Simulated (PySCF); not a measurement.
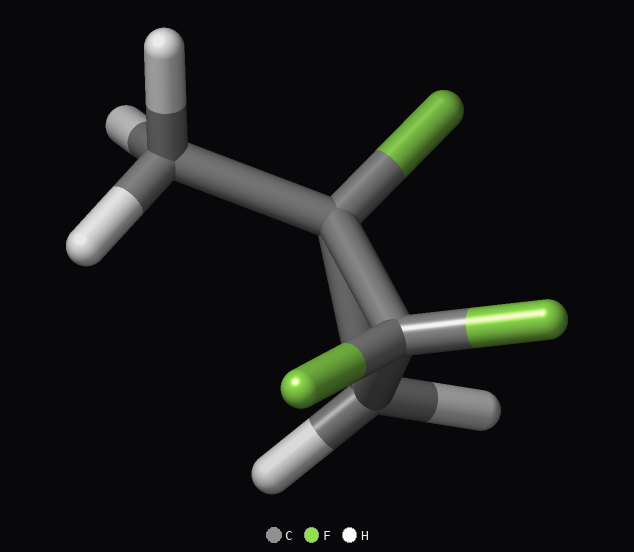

The picture shows a molecular structure as a stick model. Every bond is drawn as one stick, whatever its order.

The geometry was computed by an optimisation with PBE0-D3(BJ)/def2-SVP. No frequency run is at hand to confirm it as a minimum.

Count the atoms of each element.

Answer. C₄H₅F₃, 12 atoms: 4 carbon, 5 hydrogen and 3 fluorine.

Name functional groups in it.

Answer. Among them: C–F bond.

Count the bonded pairs by element.

Answer. 5 C–H, 4 C–C, 3 C–F.

More results for the same structure follow; atom numbers are the same in all pictures, views and colours differ.

Geometry

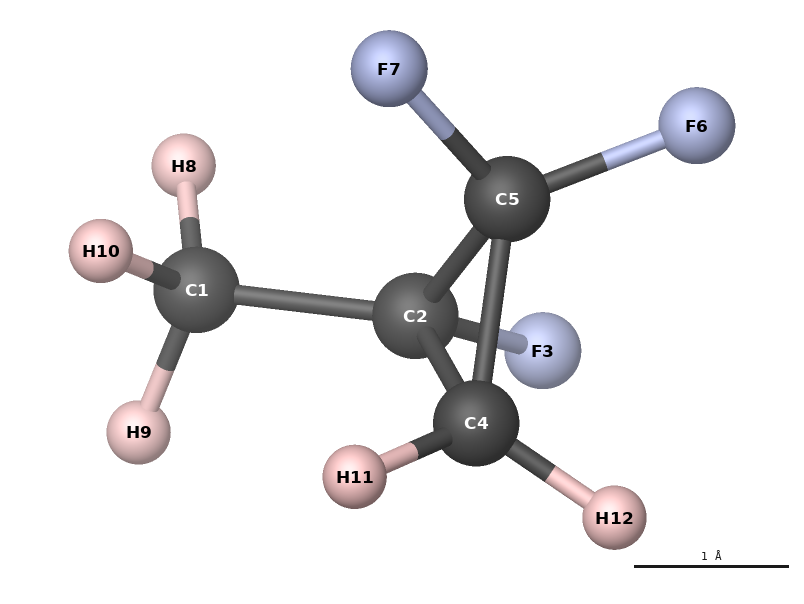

No frequency run is at hand to confirm it as a minimum.

Which atoms are bonded, and how long are the bonds?

| bond | length (Å) | order |
| --- | --- | --- |
| C1–C2 | 1.494 | single |
| C1–H8 | 1.100 | single |
| C1–H9 | 1.100 | single |
| C1–H10 | 1.097 | single |
| C2–F3 | 1.358 | single |
| C2–C4 | 1.524 | single |
| C2–C5 | 1.486 | single |
| C4–C5 | 1.485 | single |
| C4–H11 | 1.093 | single |
| C4–H12 | 1.093 | single |
| C5–F6 | 1.332 | single |
| C5–F7 | 1.340 | single |

Electronic properties

No frequency run is at hand to confirm it as a minimum. Method: PBE0/pcSseg-1, gas phase (PySCF 2.14.0).

Estimate the HOMO–LUMO gap.

Answer. 9.50 eV.

Give the HOMO energy (Kohn–Sham orbital) at this level.

Answer. −8.15 eV.

Estimate the dipole moment.

Answer. 2.36 D.

NMR shielding

The questions are on isotropic NMR shieldings of the F atoms. No frequency run is at hand to confirm it as a minimum. Level of theory: GIAO PBE0/pcSseg-1 NMR shielding, non-relativistic, gas phase (PySCF 2.14.0).

List the isotropic NMR shieldings of the F atoms.

| atom | σ (ppm) |
| --- | --- |
| F3 | 384.4 |
| F6 | 336.1 |
| F7 | 331.2 |

Charges

The questions are on Hirshfeld charges. No frequency run is at hand to confirm it as a minimum. Method: PBE0/pcSseg-1, gas phase (PySCF 2.14.0).

Which atom carries the highest charge (most positive or least negative)?

Answer. C5 (0.15 e).

And the lowest?

Answer. C1 (−0.12 e).

List the Hirshfeld charges.

```tsv
atom	value (e)
C1	−0.12
C2	0.08
F3	−0.10
C4	−0.11
C5	0.15
F6	−0.09
F7	−0.09
H8	0.05
H9	0.05
H10	0.05
H11	0.06
H12	0.06
```
